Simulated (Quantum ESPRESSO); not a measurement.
# In2Se2, 1 layer, rectangular cell: a series in strain along the second axis, part 2 of 8

What law, if any, do the results for In2Se2, 1 layer, rectangular cell follow against strain along the second axis?

Quantum ESPRESSO 7.5; plane-wave DFT, PBE, GBRV ultrasoft pseudopotentials.

So far. Step 2 (Relaxing cell and ions of the reference):  The last row is no step: it is a fresh SCF in the final cell with a new plane-wave basis, +1 meV from the row before.

## 3. Relaxation with pw.x, -4 %

The input, m0.relax.in:

```
&control
  prefix = 'm0.relax'
  outdir = './out'
  pseudo_dir = './pseudo'
  nstep = 40
  forc_conv_thr = 0.0003
  calculation = 'relax'
  tstress = .true.
/
&system
  ibrav = 0
  nat = 8
  ntyp = 2
  ecutwfc = 50
  ecutrho = 250
  occupations = 'smearing'
  smearing = 'fd'
  degauss = 0.002
/
&electrons
  conv_thr = 1e-09
  mixing_beta = 0.4
  electron_maxstep = 120
  mixing_mode = 'plain'
/
&ions
/
ATOMIC_SPECIES
  Se  78.9710  se_pbe_v1.uspp.F.UPF
  In  114.8180  in_pbe_v1.4.uspp.F.UPF
CELL_PARAMETERS angstrom
  4.08092491800000 0.00000000000000 0.00000000000000
  0.00000000000000 6.78517261248000 0.00000000000000
  0.00000000000000 0.00000000000000 20.14290946400000
ATOMIC_POSITIONS crystal
  Se  0.000000000000 0.333334341600 0.366558047100
  Se  0.500000000000 0.833334386500 0.366557955300
  In  0.000000000000 -0.000001105000 0.429924743200
  In  0.500000000000 0.499999043600 0.429924757800
  In  0.000000000000 -0.000001105000 0.570075256800
  In  0.500000000000 0.499999043600 0.570075242200
  Se  0.000000000000 0.333334341600 0.633441952900
  Se  0.500000000000 0.833334386500 0.633442044700
K_POINTS automatic
  8 4 1 0 0 0
```

Launch:

```console
$ OMP_NUM_THREADS=1 mpirun -n 4 pw.x -nk 2 -in m0.relax.in > m0.relax.out
```

Log:

```text
[banner, memory and clock lines left out]
Program PWSCF v.7.5 starts
[citation notice left out]

[...]
Message from routine setup:
[...]
bravais-lattice index     =            0
     lattice parameter (alat)  =       7.7118  a.u.
     unit-cell volume          =    3763.9020 (a.u.)^3
     number of atoms/cell      =            8
     number of atomic types    =            2
     number of electrons       =        76.00
     number of Kohn-Sham states=           46
     kinetic-energy cutoff     =      50.0000  Ry
     charge density cutoff     =     250.0000  Ry
     scf convergence threshold =      1.0E-09
     mixing beta               =       0.4000
     number of iterations used =            8  plain     mixing
     energy convergence thresh.=      1.0E-04
     force convergence thresh. =      3.0E-04
     Exchange-correlation=  SLA  PW   PBX  PBC
                           (   1   4   3   4   0   0   0)
     nstep                     =           40

[...]
PseudoPot. # 1 for Se read from file:
     ./pseudo/se_pbe_v1.uspp.F.UPF
     Pseudo is Ultrasoft + core correction, Zval =  6.0
     Generated by new atomic code, or converted to UPF format
     Using radial grid of  877 points,  6 beta functions with:
                l(1) =   0
                l(2) =   0
                l(3) =   1
                l(4) =   1
                l(5) =   2
                l(6) =   2
     Q(r) pseudized with  8 coefficients,  rinner =    1.300   1.300   1.300
                                                       1.300   1.300

     PseudoPot. # 2 for In read from file:
     ./pseudo/in_pbe_v1.4.uspp.F.UPF
     Pseudo is Ultrasoft + core correction, Zval = 13.0
     Generated by new atomic code, or converted to UPF format
     Using radial grid of  889 points,  6 beta functions with:
                l(1) =   0
                l(2) =   0
                l(3) =   1
                l(4) =   1
                l(5) =   2
                l(6) =   2
     Q(r) pseudized with  6 coefficients,  rinner =    1.400   1.400   1.400
                                                       1.400   1.400

     atomic species   valence    mass     pseudopotential
     Se                6.00    78.97100     Se( 1.00)
     In               13.00   114.81800     In( 1.00)

      4 Sym. Ops. (no inversion) found

[...]
number of k points=    15  Fermi-Dirac smearing, width (Ry)=  0.0020
[...]
Dense  grid:   251393 G-vectors     FFT dimensions: (  40,  72, 192)

     Smooth grid:   179853 G-vectors     FFT dimensions: (  36,  60, 180)

     Initial potential from superposition of free atoms

     starting charge      69.9997, renormalised to      76.0000

     negative rho (up, down):  9.486E-04 0.000E+00
     Starting wfcs are   52 randomized atomic wfcs

     per-process dynamical memory:   171.3 Mb

     Self-consistent Calculation

     iteration #  1     ecut=    50.00 Ry     beta= 0.40
     Davidson diagonalization with overlap
     ethr =  1.00E-02,  avg # of iterations =  3.1

     negative rho (up, down):  8.123E-04 0.000E+00

     total energy              =    -706.96337118 Ry
     estimated scf accuracy    <       7.99668558 Ry

     iteration #  2     ecut=    50.00 Ry     beta= 0.40
[...]
negative rho (up, down):  8.859E-04 0.000E+00

[...]
total energy              =    -708.58289354 Ry
     estimated scf accuracy    <       0.17491786 Ry

     iteration #  3     ecut=    50.00 Ry     beta= 0.40
[...]
negative rho (up, down):  9.676E-04 0.000E+00

[...]
total energy              =    -708.61788556 Ry
     estimated scf accuracy    <       0.09217664 Ry

     iteration #  4     ecut=    50.00 Ry     beta= 0.40
[...]
negative rho (up, down):  1.036E-03 0.000E+00

[...]
total energy              =    -708.62501647 Ry
     estimated scf accuracy    <       0.01479921 Ry

     iteration #  5     ecut=    50.00 Ry     beta= 0.40
[...]
negative rho (up, down):  1.061E-03 0.000E+00

[...]
total energy              =    -708.62627658 Ry
     estimated scf accuracy    <       0.00102108 Ry

     iteration #  6     ecut=    50.00 Ry     beta= 0.40
[...]
negative rho (up, down):  1.080E-03 0.000E+00

[...]
total energy              =    -708.62636459 Ry
     estimated scf accuracy    <       0.00013779 Ry

[...]
iteration #  9     ecut=    50.00 Ry     beta= 0.40
[...]
negative rho (up, down):  1.095E-03 0.000E+00

[...]
total energy              =    -708.62642567 Ry
     estimated scf accuracy    <       0.00000060 Ry

     iteration # 10     ecut=    50.00 Ry     beta= 0.40
[...]
negative rho (up, down):  1.097E-03 0.000E+00

[...]
total energy              =    -708.62642586 Ry
     estimated scf accuracy    <       0.00000007 Ry

     iteration # 11     ecut=    50.00 Ry     beta= 0.40
[...]
negative rho (up, down):  1.099E-03 0.000E+00

[...]
total energy              =    -708.62642589 Ry
     estimated scf accuracy    <       0.00000002 Ry

     iteration # 12     ecut=    50.00 Ry     beta= 0.40
[...]
negative rho (up, down):  1.101E-03 0.000E+00

[...]
End of self-consistent calculation

          k = 0.0000 0.0000 0.0000 ( 22501 PWs)   bands (ev):

   -15.3129 -15.2227 -15.1402 -15.0706 -14.9745 -14.9724 -14.9631 -14.9116
   -14.9049 -14.8999 -14.8809 -14.8769 -14.8180 -14.8064 -14.7838 -14.7294
   -14.7171 -14.7097 -14.6960 -14.5509 -13.7603 -13.6189 -12.4986 -12.4261
    -6.6727  -6.4695  -5.9940  -4.2276  -3.5890  -2.8773  -2.6945  -2.6761
    -2.0201  -1.6805  -1.6093  -1.5492  -1.4685  -1.2109   0.4948   1.0665
     1.1045   1.7021   3.0293   3.3645   3.8307   4.0023

          k = 0.0000 0.1504 0.0000 ( 22499 PWs)   bands (ev):

   -15.2814 -15.1899 -15.1448 -15.0740 -15.0274 -14.9727 -14.9676 -14.9621
   -14.9068 -14.8919 -14.8822 -14.8737 -14.8301 -14.8200 -14.7793 -14.7517
   -14.7168 -14.7113 -14.6491 -14.5638 -13.5861 -13.4558 -12.7106 -12.6252
    -6.4473  -6.3802  -5.6036  -4.2739  -3.7762  -2.7999  -2.7323  -2.5614
    -2.3605  -2.2339  -1.8967  -1.8022  -1.6049  -1.1339   1.1631   1.1900
     1.2823   2.3100   3.2488   3.5291   3.9893   4.0611

[...]
the Fermi energy is    -0.4297 ev

!    total energy              =    -708.62642589 Ry
     estimated scf accuracy    <          6.4E-10 Ry
     smearing contrib. (-TS)   =      -0.00000000 Ry
     internal energy E=F+TS    =    -708.62642589 Ry

     The total energy is F=E-TS. E is the sum of the following terms:
     one-electron contribution =   -2248.01180722 Ry
     hartree contribution      =    1154.62856523 Ry
     xc contribution           =    -270.01880435 Ry
     ewald contribution        =     654.77562045 Ry

     convergence has been achieved in  12 iterations

     negative rho (up, down):  1.101E-03 0.000E+00

     Forces acting on atoms (cartesian axes, Ry/au):

     atom    1 type  1   force =     0.00000000    0.00832409   -0.01214745
     atom    2 type  1   force =     0.00000000    0.00832410   -0.01214714
     atom    3 type  2   force =     0.00000000   -0.00832687    0.01268248
     atom    4 type  2   force =     0.00000000   -0.00832133    0.01268259
     atom    5 type  2   force =     0.00000000   -0.00832687   -0.01268248
     atom    6 type  2   force =     0.00000000   -0.00832133   -0.01268259
     atom    7 type  1   force =     0.00000000    0.00832409    0.01214745
     atom    8 type  1   force =     0.00000000    0.00832410    0.01214714

     Total force =     0.042284     Total SCF correction =     0.000175

     Computing stress (Cartesian axis) and pressure

     negative rho (up, down):  1.101E-03 0.000E+00
          total   stress  (Ry/bohr**3)                   (kbar)     P=        8.70
   0.00003497   0.00000000   0.00000000            5.14        0.00        0.00
   0.00000000   0.00011471   0.00000000            0.00       16.87        0.00
   0.00000000   0.00000000   0.00002784            0.00        0.00        4.10

     BFGS Geometry Optimization
     Energy error            =      1.8E-03 Ry
     Gradient error          =      1.3E-02 Ry/Bohr

     number of scf cycles    =   1
     number of bfgs steps    =   0

     energy             new  =    -708.6264258936 Ry

     new trust radius        =       0.0151717481 bohr
     new conv_thr            =       0.0000000010 Ry

ATOMIC_POSITIONS (crystal)
Se               0.0000000000        0.3339835397        0.3662389197
Se               0.5000000000        0.8339835851        0.3662388360
In               0.0000000000       -0.0006505193        0.4302579264
In               0.5000000000        0.4993500611        0.4302579438
In               0.0000000000       -0.0006505193        0.5697420736
In               0.5000000000        0.4993500611        0.5697420562
Se               0.0000000000        0.3339835397        0.6337610803
Se               0.5000000000        0.8339835851        0.6337611640

[...]
NEW-OLD atomic charge density approx. for the potential

     negative rho (up, down):  1.088E-03 0.000E+00

     per-process dynamical memory:   204.7 Mb

[...]
!    total energy              =    -708.62789504 Ry
[...]
Total force =     0.027558     Total SCF correction =     0.000152
[...]
number of bfgs steps    =   1
[...]
energy             new  =    -708.6278950400 Ry
[...]
new trust radius        =       0.0166889229 bohr
[...]
!    total energy              =    -708.62879885 Ry
[...]
Total force =     0.014336     Total SCF correction =     0.000039
[...]
number of bfgs steps    =   2
[...]
energy             new  =    -708.6287988475 Ry
[...]
new trust radius        =       0.0190358361 bohr
[...]
!    total energy              =    -708.62917503 Ry
[...]
Total force =     0.008347     Total SCF correction =     0.000020
[...]
number of bfgs steps    =   3
[...]
energy             new  =    -708.6291750295 Ry
[...]
new trust radius        =       0.0063970125 bohr
[...]
!    total energy              =    -708.62925543 Ry
[...]
Total force =     0.007514     Total SCF correction =     0.000003
[...]
number of bfgs steps    =   4
[...]
energy             new  =    -708.6292554311 Ry
[...]
new trust radius        =       0.0070367138 bohr
[...]
!    total energy              =    -708.62934522 Ry
[...]
Total force =     0.005794     Total SCF correction =     0.000005
[...]
number of bfgs steps    =   5
[...]
energy             new  =    -708.6293452182 Ry
[...]
new trust radius        =       0.0105550707 bohr
[...]
!    total energy              =    -708.62942814 Ry
[...]
Total force =     0.003928     Total SCF correction =     0.000007
[...]
number of bfgs steps    =   6
[...]
energy             new  =    -708.6294281393 Ry
[...]
new trust radius        =       0.0042391117 bohr
[...]
!    total energy              =    -708.62945051 Ry
[...]
Total force =     0.003578     Total SCF correction =     0.000004
[...]
number of bfgs steps    =   7
[...]
energy             new  =    -708.6294505083 Ry
[...]
new trust radius        =       0.0046630229 bohr
[...]
Self-consistent Calculation

     iteration #  1     ecut=    50.00 Ry     beta= 0.40
     Davidson diagonalization with overlap
     ethr =  1.00E-06,  avg # of iterations =  4.0

     Threshold (ethr) on eigenvalues was too large:
     Diagonalizing with lowered threshold

     Davidson diagonalization with overlap
     ethr =  6.20E-08,  avg # of iterations =  2.6

     negative rho (up, down):  1.118E-03 0.000E+00

     total energy              =    -708.62944593 Ry
     estimated scf accuracy    <       0.00006381 Ry

[...]
iteration #  6     ecut=    50.00 Ry     beta= 0.40
[...]
negative rho (up, down):
```

Run time: 19 min. Hardware: 4 MPI ranks of Arm Neoverse V2, shared host; peak memory 1.6 GiB.

The steps of the relaxation:

```
step  energy less that of the first step (eV)  largest force (eV/Å)
   1                                   0.0000                0.3901
   2                                  -0.0200                0.2680
   3                                  -0.0323                0.1573
   4                                  -0.0374                0.0940
   5                                  -0.0385                0.0910
   6                                  -0.0397                0.0691
   7                                  -0.0408                0.0378
   8                                  -0.0412                0.0368
   9                                  -0.0414                0.0285
  10                                  -0.0417                0.0188
  11                                  -0.0417                0.0082
  12                                  -0.0417                0.0011
```

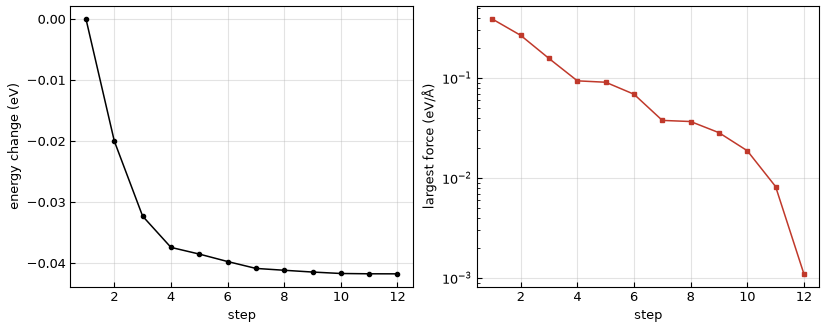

Energy and largest force along the relaxation.

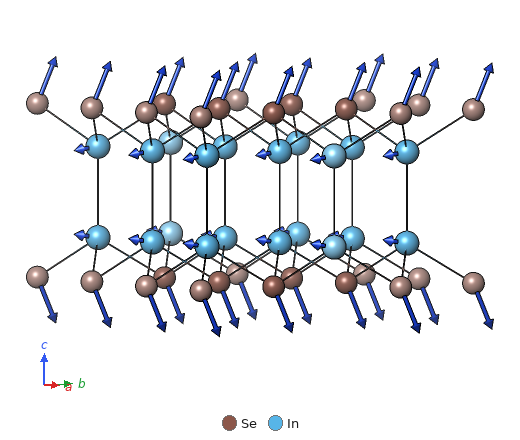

Displacements in the relaxation, exaggerated; the longest in the cell stands for 0.04 Å. 2×1×1 cells are drawn. Some periodic images of atoms are drawn too.

The atoms that moved most (Å):

```
atom     dx      dy      dz  length
 Se8  0.000   0.018   0.041   0.045
 Se2  0.000   0.018  -0.041   0.045
 Se1  0.000   0.018  -0.041   0.045
 Se7  0.000   0.018   0.041   0.045
 In5  0.000  -0.018  -0.003   0.018
 In3  0.000  -0.018   0.003   0.018
 In4  0.000  -0.018   0.003   0.018
 In6  0.000  -0.018  -0.003   0.018
```

The relaxation lowers the energy by 5 meV an atom.

This step gave:

```
free energy  : -9641.3954 eV
Fermi energy : -0.4449 eV
```

[end of part 2 of 8]

[Logs are printed without paths, hosts, clocks, repeated set-up lines and the standing remarks that a program may print on its own settings, such as how far it seeks lower states.]

[Hosts, paths, dates, database ids (printed as entryN), source tags and the programs' standing remarks are cut or masked in the printed files.]

[Maps of the electrostatic potential energy from Ansatz leave out the sawtooth potential of an applied field or a dipole correction, so their vacuum need not be flat; planar profiles and work functions include it.]
